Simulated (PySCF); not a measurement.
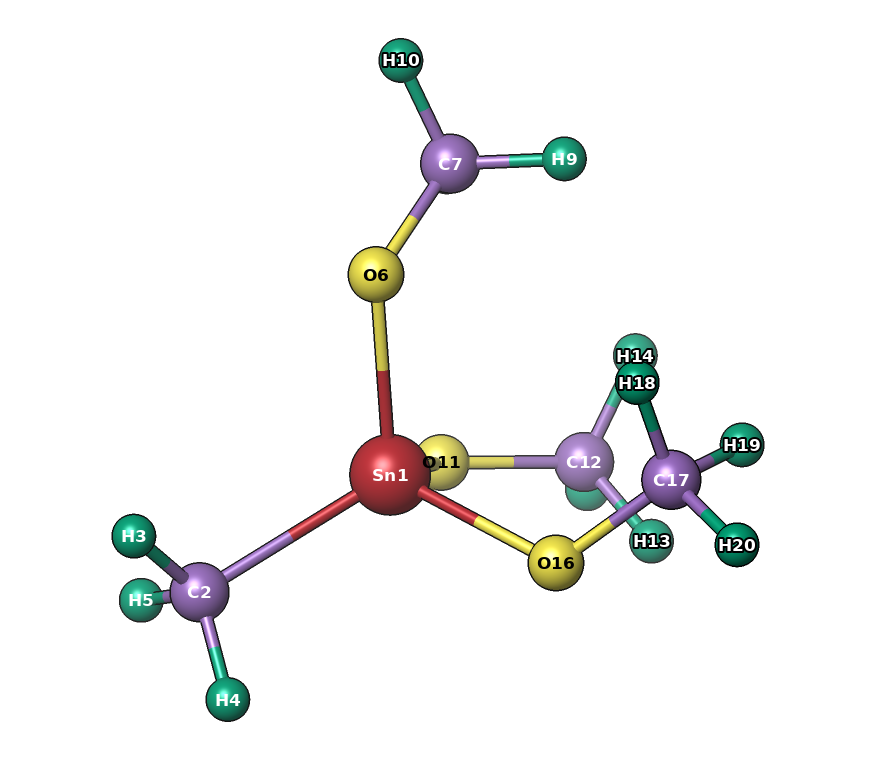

O11 lies behind Sn1. The molecule seen a little off the Sn1–O11 bond, Sn1 in front. Distant atoms are faded towards the background colour. Computed geometry: PBE0-D3(BJ)/def2-SVP optimisation. No frequency run is at hand to confirm it as a minimum.

What is the torsion angle O6–Sn1–O11–C12? The sign is positive where the front bond must turn clockwise to cover the back bond.

Answer. 91°, about perpendicular.
